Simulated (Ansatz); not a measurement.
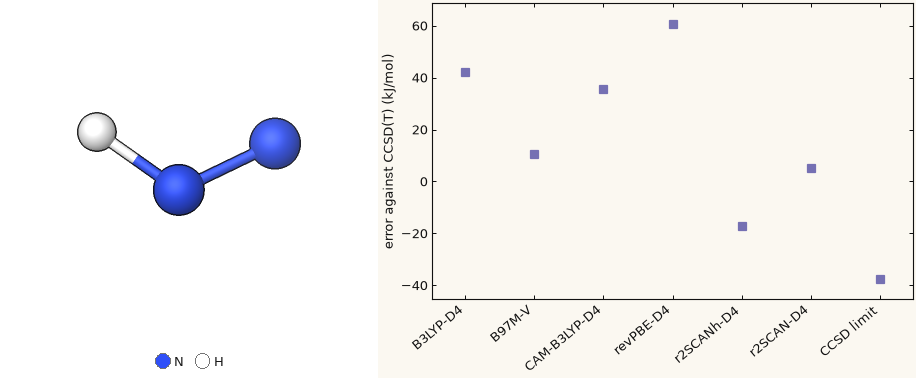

Error in the electronic atomisation energy (method less reference, so positive means overbinding) of N₂H, SMILES [N]=N, doublet: functionals in def2-TZVPP against frozen-core CCSD(T) at the limit (scheme: direct), which gives 932.5 kJ/mol, at a PBE0-D4/def2-TZVP geometry (a minimum by its frequencies), no zero-point or spin-orbit term, the Ansatz code 0.2.0. The reference leaves out core correlation, a term that grows with the number of heavy atoms. Limit means the basis limit.

What range do the values span?

Answer. From −37.6 kJ/mol (CCSD limit) to 60.8 kJ/mol (revPBE-D4).

Which of these levels overbind, and which underbind?

Answer. Overbind: B3LYP-D4, B97M-V, CAM-B3LYP-D4 and revPBE-D4. Underbind: r2SCANh-D4 and CCSD limit. Within 10 kJ/mol of zero, too close to call in view of what the reference leaves out: r2SCAN-D4.
